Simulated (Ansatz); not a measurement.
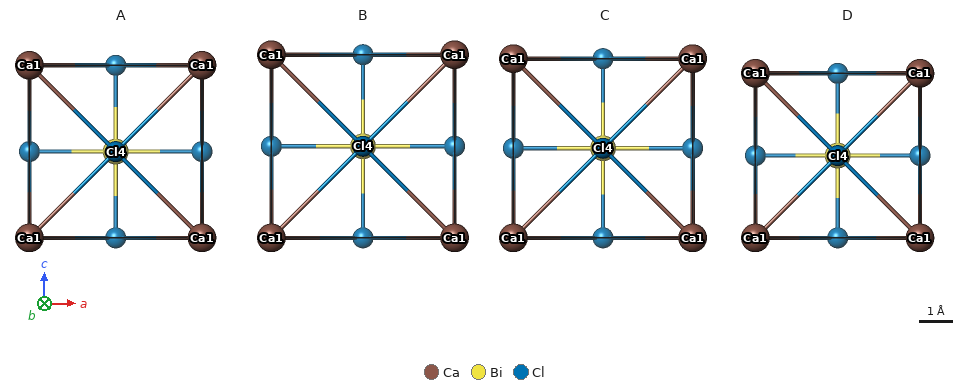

4 geometries from one relaxation of crystalline CaBiCl$_{3}$ (built on the cubic perovskite type) (coarse preliminary run), in shuffled order. A ball-and-stick model of the cell of the calculation, seen along the b axis.

Case: cubic perovskite type (Pm-3m, No. 221).

Method: DFT PBE, scalar-relativistic, plane waves, PAW (Ansatz). (plane-wave cutoff 420 eV; k-point mesh 4 × 4 × 4; occupations gaussian; smearing width 0.1 eV; no spin polarisation; cell and atoms relaxed; force threshold 0.04 eV/Å; at most 70 steps)

> Order the frames from highest to lowest energy.

D, A, C, B. They are steps 0, 1, 2, 5, at +411 meV per atom, +116 meV per atom, +16.8 meV per atom relative to the last. After 4 accepted moves (5 points after the start) the energy has fallen by 411 meV per atom. All forces vanish by symmetry, so only the cell relaxes. The pressure goes from 17.65 to 0.14 GPa. The SCF was repeated once at an unchanged geometry on a basis and grid sized afresh for the cell, which shifted the energy by 3.0 meV per atom at most. No atom moves by more than 0.005 Å relative to the cell. The volume changes by +37.9 %, with a = b = c 5.060 → 5.632 Å (+11.3 %). Among the contacts that change: Ca–Cl 3.578 → 3.982 Å, Bi–Cl 2.530 → 2.816 Å. The space group stays Pm-3m (No. 221).
